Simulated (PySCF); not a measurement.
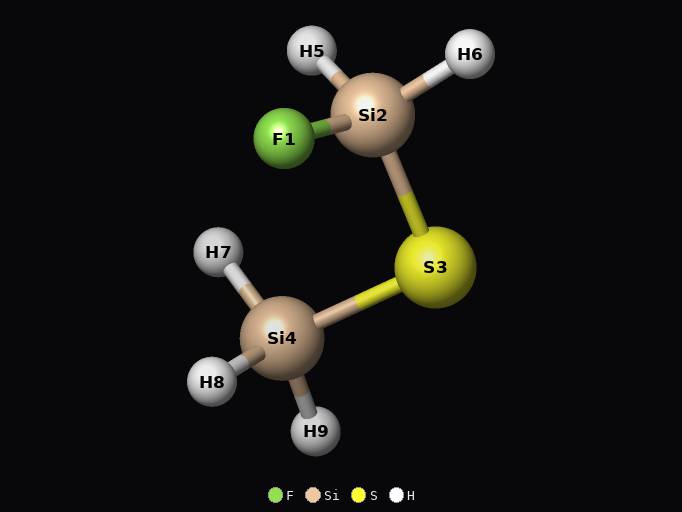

The geometry was computed by an optimisation with PBE0-D3(BJ)/def2-SVP. No frequency run is at hand to confirm it as a minimum. Properties computed with delta-SCF UKS SCAN, pcX-2 on the ionised atom, pcseg-1 elsewhere, spin-free X2C (PySCF 2.14.0).

Give the core-electron binding energies (to vacuum; p and d levels without spin–orbit splitting) of F1 1s, Si2 1s, Si2 2p, S3 1s, S3 2p, Si4 1s, Si4 2p.

```
atom  level  binding energy (eV)
  F1     1s                692.5
 Si2     1s               1848.4
 Si2     2p                108.6
  S3     1s               2476.9
  S3     2p                169.6
 Si4     1s               1847.4
 Si4     2p                107.8
```
